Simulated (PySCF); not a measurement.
**Run report: AlH3Br (charge −1), localise calculation**

System: AlH3Br, charge −1.
Method: HF/aug-pcseg-1, RHF, IEF-PCM solvent methanol (PySCF 2.14.0).

The geometry comes from this level: GFN2-xTB.

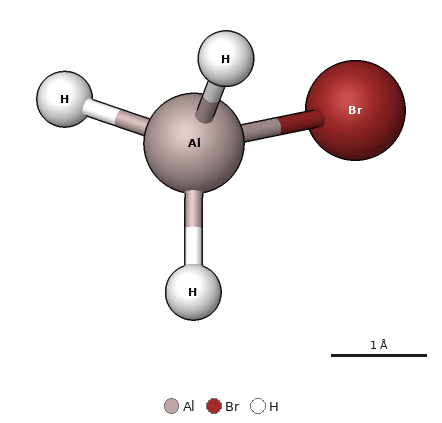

The input geometry (ball-and-stick view, seen at a tilt). Sticks mark near contacts.

**Results in brief**

```tsv
quantity	value
outcome	converged
total energy	−2815.913716 hartree
solvation energy	−0.083577 hartree
basis functions	90
HOMO	−10.14 eV
LUMO	0.99 eV
hardware	1 thread of Arm Neoverse V1, 24 GiB of memory available, shared host
wall time	11 s
peak memory	0.31 GiB
```

**Input (input.py)**
```python
import numpy
from pyscf import gto, lo, solvent

mol = gto.Mole()
mol.atom = '''
Al
Br 1 2.304403
H 1 1.604056 2 106.94297
H 1 1.603931 3 111.96225 2 116.73852
H 1 1.604055 4 111.90552 3 -126.52665
'''
mol.basis = 'aug-pcseg-1'
mol.verbose = 4
mol.max_memory = 1860
mol.charge = -1
mol.build()

mf = mol.RHF()
mf = mf.PCM()
mf.with_solvent.method = 'IEF-PCM'
mf.with_solvent.eps = 32.613
mf.kernel()

e_tot = mf.e_tot
print('Final energy', e_tot)
occ = mf.mo_coeff[:, 0:mol.nelec[0]]
loc = lo.Boys(mol, occ).kernel()
r1 = numpy.einsum('xij,ip,jp->px', mol.intor('int1e_r'), loc, loc)
spread = numpy.einsum('ij,ip,jp->p', mol.intor('int1e_r2'), loc, loc) - (r1 ** 2).sum(1)
centres = r1 * 0.529177
print('orbital  centre (A)  spread (bohr^2)')
for i, (c, s) in enumerate(zip(centres, spread), 1):
    print('%3d %9.4f %9.4f %9.4f %9.4f' % (i, *c, s))
```

Command:
```bash
OMP_NUM_THREADS=1 python input.py
```

**Output**
```
PySCF version 2.14.0

[INPUT] num. atoms = 5
[INPUT] num. electrons = 52
[INPUT] charge = -1
[INPUT] spin (= nelec alpha-beta = 2S) = 0
[INPUT] symmetry False subgroup None
[INPUT] Mole.unit = angstrom
[INPUT] Symbol           X                Y                Z      unit          X                Y                Z       unit  Magmom
[INPUT]  1 Al     0.000000000000   0.000000000000   0.000000000000 AA    0.000000000000   0.000000000000   0.000000000000 Bohr   0.0
[INPUT]  2 Br     2.304403000000   0.000000000000   0.000000000000 AA    4.354690550626   0.000000000000   0.000000000000 Bohr   0.0
[INPUT]  3 H     -0.467453504394   0.000000000000   1.534432426784 AA   -0.883359099272   0.000000000000   2.899657043273 Bohr   0.0
[INPUT]  4 H     -0.465409343366  -1.328471089690  -0.768864981468 AA   -0.879496194775  -2.510446523916  -1.452944241743 Bohr   0.0
[INPUT]  5 H     -0.466048775933   1.329589010589  -0.766801176576 AA   -0.880704547201   2.512559088245  -1.449044215722 Bohr   0.0

nuclear repulsion = 135.491164992525
number of shells = 12
number of NR pGTOs = 177
number of NR cGTOs = 90
basis = aug-pcseg-1
ecp = {}

******** <class 'pyscf.solvent._attach_solvent.PCMRHF'> ********
method = PCMRHF
initial guess = minao
damping factor = 0
level_shift factor = 0
DIIS = <class 'pyscf.scf.diis.CDIIS'>
diis_start_cycle = 1
diis_space = 8
diis_damp = 0
SCF conv_tol = 1e-09
SCF conv_tol_grad = None
SCF max_cycles = 50
direct_scf = True
direct_scf_tol = 1e-13
******** <class 'pyscf.solvent.pcm.PCM'> (In testing) ********

WARN: PCM is an experimental feature. It is still in testing.
Features and APIs may be changed in the future.

lebedev_order = 29 (302 grids per sphere)
eps = 32.613
frozen = False
Set gradient conv threshold to 3.16228e-05
Initial guess from minao.
PCM E_diel = -0.000814522602052178
Solvent Energy = -0.000814522602052178
init E= -2814.336019545
  HOMO = -0.296980038816548  LUMO = 0.0311450852744497  gap/eV = 8.92874
PCM E_diel = -0.0831373033852291
Solvent Energy = -0.0831373033852291
cycle= 1 E= -2815.89320198132  delta_E= -1.56  |g|= 0.207  |ddm|=  2.4
  HOMO = -0.355557671327182  LUMO = 0.0360906319077426  gap/eV = 10.65729
PCM E_diel = -0.0833079510388839
Solvent Energy = -0.0833079510388839
cycle= 2 E= -2815.91203782005  delta_E= -0.0188  |g|= 0.0637  |ddm|= 0.673
  HOMO = -0.372626455619805  LUMO = 0.0363955559110177  gap/eV = 11.13006
PCM E_diel = -0.0834382999822205
Solvent Energy = -0.0834382999822205
cycle= 3 E= -2815.91353169093  delta_E= -0.00149  |g|= 0.018  |ddm|= 0.215
  HOMO = -0.372929444668292  LUMO = 0.0364843012764768  gap/eV = 11.14072
PCM E_diel = -0.0835382411098343
Solvent Energy = -0.0835382411098343
cycle= 4 E= -2815.91370917023  delta_E= -0.000177  |g|= 0.0025  |ddm|= 0.104
  HOMO = -0.372743152748725  LUMO = 0.0364904529234996  gap/eV = 11.13581
PCM E_diel = -0.0835711887825881
Solvent Energy = -0.0835711887825881
cycle= 5 E= -2815.91371521231  delta_E= -6.04e-06  |g|= 0.000654  |ddm|= 0.0206
  HOMO = -0.372766309364001  LUMO = 0.0364968565619751  gap/eV = 11.13662
PCM E_diel = -0.0835766857137539
Solvent Energy = -0.0835766857137539
cycle= 6 E= -2815.91371567276  delta_E= -4.6e-07  |g|= 0.00014  |ddm|= 0.00382
  HOMO = -0.372793744903539  LUMO = 0.0364998160306492  gap/eV = 11.13745
PCM E_diel = -0.0835774370799036
Solvent Energy = -0.0835774370799036
cycle= 7 E= -2815.91371569356  delta_E= -2.08e-08  |g|= 2.97e-05  |ddm|= 0.00054
  HOMO = -0.37279054798684  LUMO = 0.0365003319606256  gap/eV = 11.13737
PCM E_diel = -0.0835772392460704
Solvent Energy = -0.0835772392460704
cycle= 8 E= -2815.91371569438  delta_E= -8.13e-10  |g|= 6.49e-06  |ddm|= 0.000154
  HOMO = -0.372790950078261  LUMO = 0.0365003732298256  gap/eV = 11.13738
```

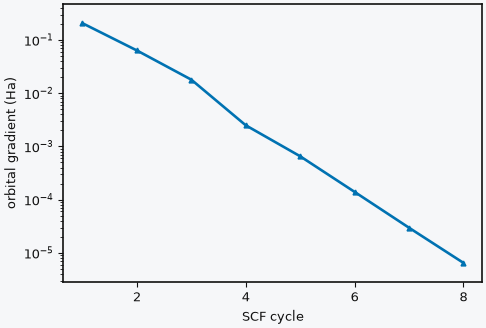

Convergence of the self-consistent field: orbital gradient against the SCF cycle. The residual falls at every step.

```
PCM E_diel = -0.083577233951238
Solvent Energy = -0.083577233951238
Extra cycle  E= -2815.91371569441  delta_E= -3.23e-11  |g|= 2.57e-06  |ddm|= 2.69e-05
converged SCF energy = -2815.91371569441
Final energy -2815.913715694408

******** <class 'pyscf.lo.boys.Boys'> ********
conv_tol = 1e-06
conv_tol_grad = None
max_cycle = 100
max_stepsize = 0.05
max_iters = 20
kf_interval = 5
kf_trust_region = 5
ah_start_tol = 1000000000.0
ah_start_cycle = 1
ah_level_shift = 0
ah_conv_tol = 1e-12
ah_lindep = 1e-14
ah_max_cycle = 40
ah_trust_region = 3
init_guess = atomic
algorithm = ciah
Set conv_tol_grad to 0.000316228
Init f(x)= 38.398027232936  |g|= 4.78524
macro= 1  f(x)= 36.017598986311  delta_f= -2.38043  |g|= 4.41156  3 KF 20 Hx
macro= 2  f(x)= 35.296281635709  delta_f= -0.721317  |g|= 2.36243  4 KF 20 Hx
macro= 3  f(x)= 34.882357223134  delta_f= -0.413924  |g|= 1.46243  3 KF 20 Hx
macro= 4  f(x)= 34.662501846641  delta_f= -0.219855  |g|= 0.831951  4 KF 20 Hx
macro= 5  f(x)= 34.130844682378  delta_f= -0.531657  |g|= 0.86783  3 KF 19 Hx
macro= 6  f(x)= 33.275729982496  delta_f= -0.855115  |g|= 1.35654  4 KF 20 Hx
macro= 7  f(x)= 32.782747666534  delta_f= -0.492982  |g|= 1.19746  4 KF 20 Hx
macro= 8  f(x)= 32.602980851237  delta_f= -0.179767  |g|= 0.403183  4 KF 21 Hx
macro= 9  f(x)= 32.582925897383  delta_f= -0.020055  |g|= 0.045732  4 KF 17 Hx
macro= 10  f(x)= 32.545636154621  delta_f= -0.0372897  |g|= 0.15645  4 KF 23 Hx
macro= 11  f(x)= 32.538258373634  delta_f= -0.00737778  |g|= 0.062635  4 KF 25 Hx
macro= 12  f(x)= 32.532011574193  delta_f= -0.0062468  |g|= 0.0193285  5 KF 27 Hx
macro= 13  f(x)= 32.530532968719  delta_f= -0.00147861  |g|= 0.0084523  3 KF 12 Hx
macro= 14  f(x)= 32.530173446968  delta_f= -0.000359522  |g|= 0.00929957  5 KF 25 Hx
macro= 15  f(x)= 32.530203707445  delta_f= 3.02605e-05  |g|= 0.0177022  3 KF 12 Hx
macro= 16  f(x)= 32.529673186796  delta_f= -0.000530521  |g|= 0.0593699  4 KF 14 Hx
macro= 17  f(x)= 32.52902020641  delta_f= -0.00065298  |g|= 0.0579569  5 KF 25 Hx
macro= 18  f(x)= 32.52701311817  delta_f= -0.00200709  |g|= 0.0418278  2 KF 6 Hx
macro= 19  f(x)= 32.525454773503  delta_f= -0.00155834  |g|= 0.011772  4 KF 19 Hx
macro= 20  f(x)= 32.525432376662  delta_f= -2.23968e-05  |g|= 0.000254198  6 KF 37 Hx
macro= 21  f(x)= 32.525432363275  delta_f= -1.33876e-08  |g|= 0.000157663  1 KF 3 Hx
macro X = 21  f(x)= 32.525432363275  |g|= 0.000157663  42 intor 79 KF 405 Hx
orbital  centre (A)  spread (bohr^2)
  1    2.3044   -0.0000   -0.0000    0.0034
  2    2.3158   -0.0387    0.0206    0.0306
  3    2.2596    0.0058    0.0025    0.0302
  4    2.3169   -0.0017   -0.0435    0.0306
  5    2.3252    0.0346    0.0203    0.0306
  6    0.0000    0.0000    0.0000    0.0226
  7    2.3571   -0.0389   -0.1776    0.4405
  8    2.5020   -0.0181   -0.0105    0.3425
  9    2.3893    0.0260    0.1760    0.2690
 10    2.2328    0.1451    0.0839    0.3277
 11    0.0537   -0.1304    0.0753    0.3643
 12   -0.1597   -0.0002   -0.0000    0.3645
 13    0.0536    0.0001   -0.1506    0.3643
 14    0.0534    0.1305    0.0754    0.3643
 15    2.3571   -0.1733    0.0549    0.4404
 16    2.1613   -0.0571    0.1287    0.3034
 17    2.1884   -0.1356   -0.0783    0.3718
 18    2.3893    0.1655   -0.0653    0.2690
 19    2.1612    0.0830   -0.1137    0.3034
 20    1.6305    0.0013    0.0009    3.9838
 21   -0.4072   -1.1632   -0.6731    3.8401
 22   -0.4089   -0.0001    1.3435    3.8404
 23    2.4278    0.4221    0.2439    4.1557
 24   -0.4077    1.1642   -0.6714    3.8405
 25    2.4290    0.0015   -0.4873    4.0960
 26    2.4292   -0.4215    0.2445    4.0959
```

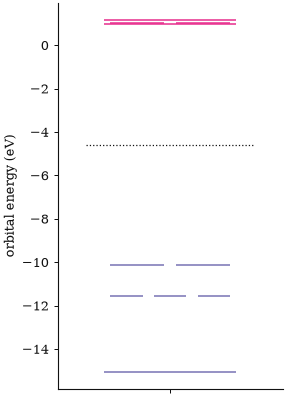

Orbital energies near the frontier; the dotted line parts filled from empty levels, and levels within 0.02 eV of each other stand side by side. Highest filled −10.14 eV, lowest empty 0.99 eV, 11.13 eV apart.
